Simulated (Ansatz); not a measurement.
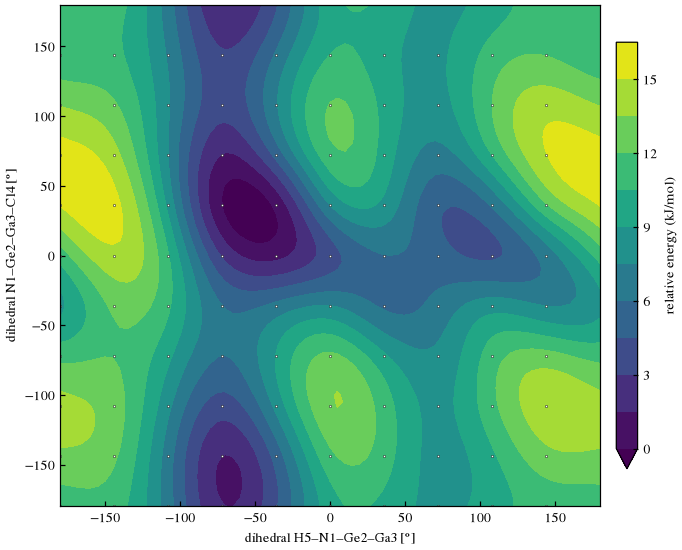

ClGaGeH₅N, SMILES [NH2][GeH2][GaH][Cl]. First axis: dihedral H5–N1–Ge2–Ga3. Second axis: dihedral N1–Ge2–Ga3–Cl4. Nothing is relaxed (all other coordinates rigid). The grid has 10 × 10 points. Points are written as (first, second). All energies are given in kJ/mol relative to the lowest grid point. The calculation used RKS PBE-D4/def2-SVP (Ansatz).

In the figure: filled contours, dots at the grid points. Between grid points the surface is interpolated.

The lowest grid point is at (−72°, 36°). The bottom of the well lies between grid points, at about (−55°, 30°), about 1.2 kJ/mol lower on the interpolated surface. There are further wells near (−72°, −144°) (1.5 kJ/mol above the lowest at that grid point); (108°, 0°) (4.3 kJ/mol above the lowest at that grid point). The highest grid point, (−180°, 72°), lies 15.6 kJ/mol above the lowest. On the interpolated surface the easiest way out of the lowest well to the well at about (−70°, −160°) passes a barrier of about 4.8 kJ/mol, counted from the interpolated bottom of the well. Round the minimum the valley is somewhat tilted: raising dihedral H5–N1–Ge2–Ga3 shifts the best value of dihedral N1–Ge2–Ga3–Cl4 downwards (coupling k₁₂/√(k₁₁k₂₂) about 0.4).

The level of theory is changed to RKS PBE0-D4/def2-SVP in Ansatz; with it change the reference geometry, relaxed at the new level; the new grid has 12 × 12 points, laid about the new relaxed structure.

**How does the landscape change?**

The minimum (interpolated where it lies between grid points) moves from about (−55°, 30°) to about (−50°, 30°). The span from the lowest to the highest grid point stays at about 16 kJ/mol. The easiest pass out of the lowest well goes from about 4.8 to about 5.2 kJ/mol on the interpolated surfaces. The curvature at the minimum changes by less than a tenth (about 0.29) eV/rad² along dihedral H5–N1–Ge2–Ga3 and by less than a tenth (about 0.2) eV/rad² along dihedral N1–Ge2–Ga3–Cl4.

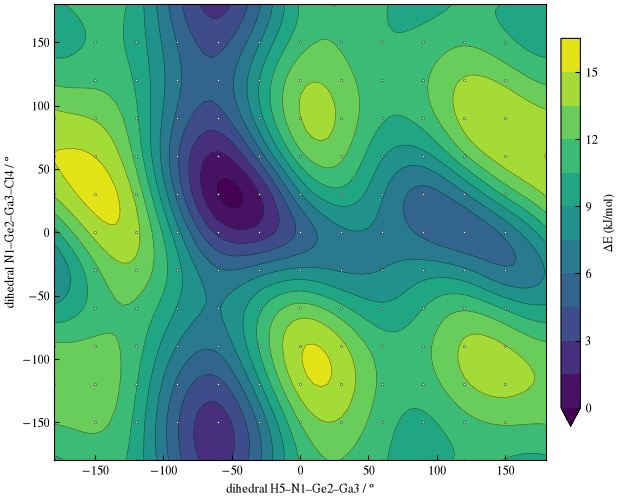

The map after the change, on a colour scale of its own. The picture shows filled contours, dots at the grid points. Between grid points the surface is interpolated.
